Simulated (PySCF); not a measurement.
# Run report: C7H7F (charge +2), NMR shielding calculation

C7H7F, charge +2, computed with GIAO KT3/pcSseg-1 NMR shielding, non-relativistic, gas phase (PySCF 2.14.0).

Some settings of this run were made unusual or wrong on purpose. The geometry comes from this level: GFN2-xTB. Figures and captions count atoms from 1; the log counts them from 0 in places.

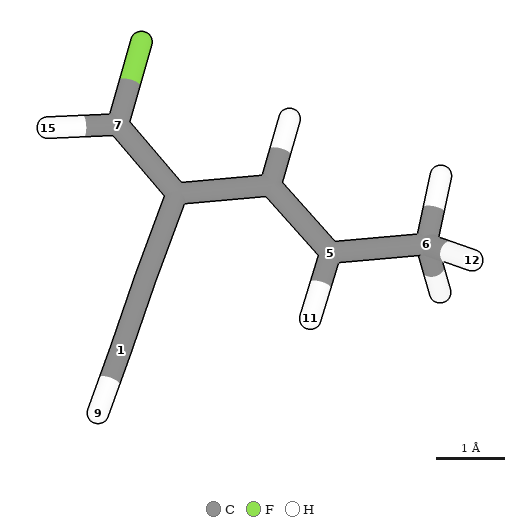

**Figure 1.** The structure (stick view, seen at a tilt; atoms are numbered from 1 in the order of the input). Bond lengths as drawn: C–C 1.20 to 1.49 Å, C–F 1.34 Å and C–H 1.05 to 1.09 Å.

Outcome:

| quantity | value |
| --- | --- |
| outcome | converged |
| total energy | −375.473338 hartree |
| HOMO | −17.59 eV |
| LUMO | −16.83 eV |
| isotropic shielding, C | −119.1 to 96.3 ppm |
| isotropic shielding, F | −74.7 ppm |
| isotropic shielding, H | 14.7 to 26.9 ppm |
| hardware | 1 CPU thread, shared host |
| wall time | 39 s |
| peak memory | 0.77 GiB |

Some settings of this run were drawn to be unusual or wrong. It converged; results that depend on the unusual settings are not reference values.

Input:
```
{"job": {"kind": "nmr", "xc": "KT3", "basis": "pcSseg-1", "pop": false, "scf": {"max_cycle": 79}}, "charge": 2, "multiplicity": 1}
C     -2.322431    -1.779364    -0.192531
C     -1.792480    -0.713315    -0.041765
C     -1.137472     0.533630     0.134338
C      0.315533     0.587587     0.081979
C      1.096777    -0.469477    -0.125907
C      2.582404    -0.414277    -0.180473
C     -1.896461     1.618199     0.344704
F     -1.365105     2.840000     0.522582
H     -2.799110    -2.704783    -0.323811
H      0.745246     1.570052     0.224873
H      0.650879    -1.446015    -0.266408
H      3.009967    -1.062481     0.584500
H      2.946519     0.598898    -0.028854
H      2.936072    -0.775934    -1.145987
H     -2.974753     1.625269     0.390848
```

The first line tells a small driver script what to run in PySCF; the rest is the geometry in Å.

Launch command:
```bash
OMP_NUM_THREADS=1 python <driver script> task.json out
```

Output:
```
final grid: 127664 points
cycle   1  E = -375.3163892615  dE =  1.851e+00  |g| = 7.708e-01  |ddm| = 3.816e+00
cycle   2  E = -373.1813942843  dE =  2.135e+00  |g| = 2.622e+00  |ddm| = 3.089e+00
cycle   3  E = -375.3360636296  dE = -2.155e+00  |g| = 7.233e-01  |ddm| = 2.508e+00
cycle   4  E = -375.2962158993  dE =  3.985e-02  |g| = 6.171e-01  |ddm| = 1.291e+00
cycle   5  E = -375.2955905580  dE =  6.253e-04  |g| = 6.266e-01  |ddm| = 1.223e+00
cycle   6  E = -375.4623947725  dE = -1.668e-01  |g| = 1.644e-01  |ddm| = 7.958e-01
cycle   7  E = -375.4702630481  dE = -7.868e-03  |g| = 8.130e-02  |ddm| = 2.713e-01
cycle   8  E = -375.4729169241  dE = -2.654e-03  |g| = 3.092e-02  |ddm| = 7.372e-02
cycle   9  E = -375.4731461188  dE = -2.292e-04  |g| = 2.067e-02  |ddm| = 1.934e-02
cycle  10  E = -375.4732873160  dE = -1.412e-04  |g| = 1.086e-02  |ddm| = 1.343e-02
cycle  11  E = -375.4733183738  dE = -3.106e-05  |g| = 6.584e-03  |ddm| = 7.380e-03
cycle  12  E = -375.4733363444  dE = -1.797e-05  |g| = 1.954e-03  |ddm| = 6.045e-03
cycle  13  E = -375.4733377831  dE = -1.439e-06  |g| = 3.506e-04  |ddm| = 2.233e-03
cycle  14  E = -375.4733378113  dE = -2.815e-08  |g| = 1.261e-04  |ddm| = 4.292e-04
cycle  15  E = -375.4733378148  dE = -3.516e-09  |g| = 7.237e-05  |ddm| = 1.610e-04
cycle  16  E = -375.4733378151  dE = -3.446e-10  |g| = 6.365e-05  |ddm| = 1.180e-04
cycle  17  E = -375.4733378163  dE = -1.152e-09  |g| = 1.094e-05  |ddm| = 6.303e-05
cycle  18  E = -375.4733378163  dE = -3.354e-11  |g| = 2.754e-06  |ddm| = 1.135e-05
converged SCF energy = -375.4733378163

GIAO shielding tensors (ppm)
atom      isotropic    diamagn.    paramagn.     s11        s22        s33       span
  0 C     -119.141     252.062    -371.203   -350.678    -14.213      7.469    358.148
  1 C      -38.114     245.895    -284.009   -158.735     -1.619     46.012    204.747
  2 C       34.509     262.052    -227.543    -54.578     20.736    137.370    191.948
  3 C       -1.869     256.913    -258.782   -161.285      1.830    153.849    315.134
  4 C      -67.777     257.374    -325.150   -283.923    -82.538    163.131    447.055
  5 C       96.270     251.306    -155.036     20.163    107.969    160.676    140.513
  6 C      -22.338     241.087    -263.424    -91.045    -51.262     75.294    166.340
  7 F      -74.706     469.287    -543.992   -452.059   -160.695    388.638    840.697
  8 H       14.731      32.492     -17.761     -1.335     22.168     23.361     24.697
  9 H       20.213      32.721     -12.508     11.766     20.846     28.028     16.262
 10 H       20.905      31.767     -10.862     14.187     20.702     27.827     13.640
 11 H       26.158      24.287       1.870     23.638     24.573     30.262      6.624
 12 H       26.884      27.942      -1.058     24.058     27.393     29.202      5.145
 13 H       26.157      24.280       1.877     23.639     24.575     30.258      6.620
 14 H       22.252      25.121      -2.869     19.526     19.852     27.379      7.852
```
